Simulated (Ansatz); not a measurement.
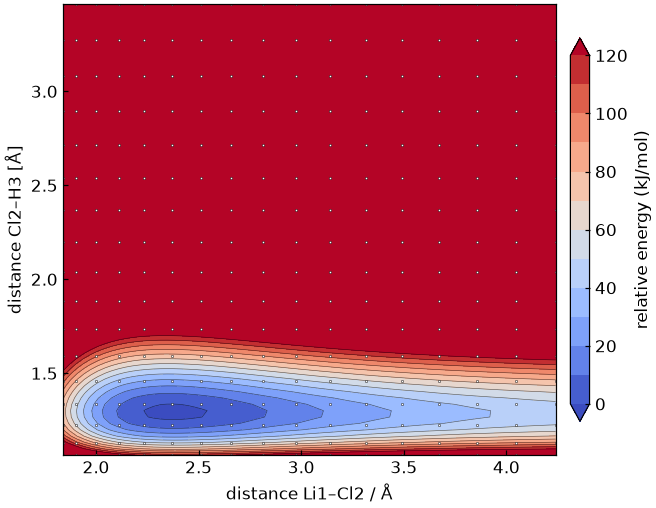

The system Li⁺ + ClH. The first coordinate is: distance Li1–Cl2; the second: distance Cl2–H3. Nothing is relaxed (the angle Li1–Cl2–H3 is fixed at 90 degrees). The scan uses a 17 × 17 grid. Points are written as (first, second). Energies: kJ/mol, counted from the lowest grid point. The restricted reference is unstable at some or all points, so the energies there are unreliable. All numbers below come from RHF-CCSD(T), frozen core/def2-TZVPD in Ansatz 0.2.0.

In the figure: filled contours, dots at the grid points, one colour for all values above the top of the scale. Between grid points the surface is interpolated.

Where is the minimum, and how stiff is the well along each coordinate?

Answer. The interpolated minimum is at distance Li1–Cl2 ≈ 2.369 Å, distance Cl2–H3 ≈ 1.291 Å. The curvatures there are about 2.3 eV/Å² and 30 eV/Å², with a cross term of about 0.2 eV/Å². Round the minimum the two coordinates are nearly uncoupled. (1 eV is 96.5 kJ/mol.)
